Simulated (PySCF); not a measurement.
SMILES FC(C[Si](F)(F)F)(F)F, singlet at its GFN2-xTB optimised geometry (Å):

```
11

F      1.4512     1.0568     0.0000
C      0.1119     1.0568     0.0000
F     -0.2729     0.5505     1.1791
F     -0.2662     2.3443     0.0000
C     -0.4695     0.3057    -1.1739
Si    -0.0005    -1.5198    -1.1965
F      1.5537    -1.7911    -1.1969
F     -0.5960    -2.3443     0.0102
F     -0.5632    -2.1959    -2.5116
H     -1.5537     0.4262    -1.1259
H     -0.1231     0.8083    -2.0791
```

Calculation: B3LYP/def2-TZVP run with PySCF.

Map of the electrostatic potential (hartree/e), clipped to [-0.08, 0.12] on the plane z = 0.6 Å:

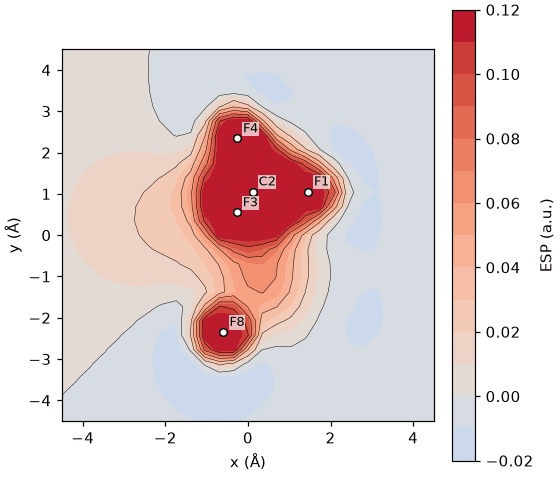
Electrostatic potential (hartree/e), clipped to [-0.08, 0.12] on the plane z = 0.6 Å.
